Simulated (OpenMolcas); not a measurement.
**Exact exchange and the dipole moment of CH2AlN**

CH2AlN: 5 atoms, total charge 0, spin state singlet. As SMILES, `N#[C][AlH2]`. The coordinates come from a PBE0-D4/def2-TZVP relaxation.

The dipole moment y, in D, basis aug-cc-pVDZ; a is the functional's share of exact exchange. Programs: OpenMolcas 26.06.

```
functional     program     a  y (D)
      BLYP  OpenMolcas     0   3.36
    r2SCAN  OpenMolcas     0   3.39
     B3LYP  OpenMolcas   0.2   3.46
      PBE0  OpenMolcas  0.25      ?
     BHLYP  OpenMolcas   0.5   3.58
```

Question: Fit y = c + s·a to the known rows and predict PBE0.

Answer: 
1. Means of the 4 rows: a = 0.1750, y = 3.447.
2. Σ(Δa)² = 0.1675, Σ(Δa·Δy) = 0.06875, so the slope is 0.06875/0.1675 = 0.41045.
3. Intercept: 3.447 − (0.41045) × 0.1750 = 3.375. The largest residual of the fit is 0.015.
4. PBE0: 3.375 + (0.41045) × 0.25 = 3.48 D.

The run gave 3.45 D, so the prediction is off by +0.03 D, about the scatter of the fit. More exact exchange makes the molecule more polar here.

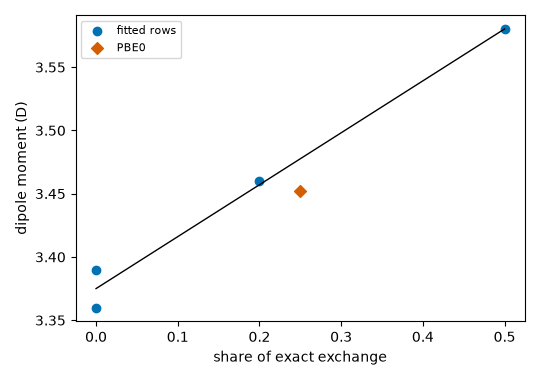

The fitted line, with the withheld row.
